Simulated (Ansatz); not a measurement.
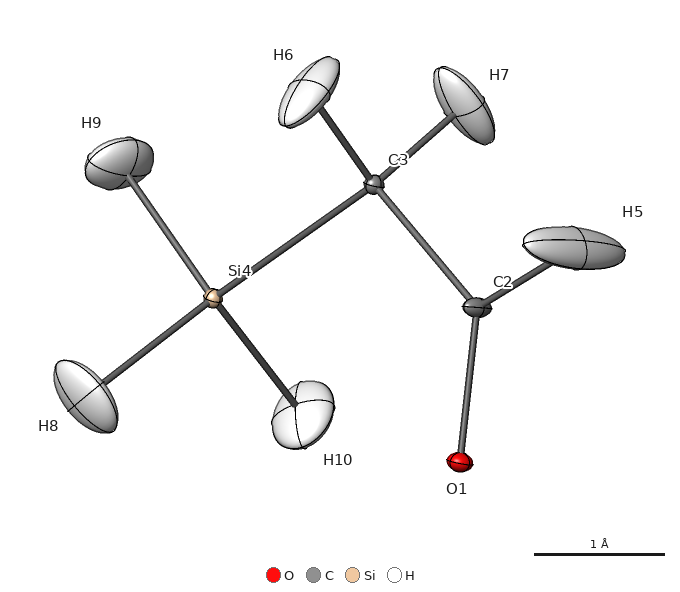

Displacement ellipsoids at the 50 % level, from the internal vibrations of the free molecule (harmonic, no overall translation or rotation; no half-axis is drawn under 0.075 Å). Vibrations computed with RKS PBE0-D4/def2-TZVP (Ansatz 0.2.0). Temperature: 100 K.

List U_eq and the three principal root-mean-square amplitudes for each kind of atom.

| atom | U_eq (Å²) | rms amplitudes (Å) |
| --- | --- | --- |
| O1 | 0.0032 | 0.021, 0.067, 0.069 |
| C2 | 0.0038 | 0.026, 0.039, 0.095 |
| C3 | 0.0022 | 0.034, 0.047, 0.056 |
| Si4 | 0.00076 | 0.017, 0.017, 0.041 |
| H5 | 0.0501 | 0.081, 0.115, 0.361 |
| H6, H7 | 0.0282 | 0.084, 0.130, 0.246 |
| H8, H10 | 0.0282 | 0.086, 0.171, 0.219 |
| H9 | 0.0265 | 0.093, 0.155, 0.216 |
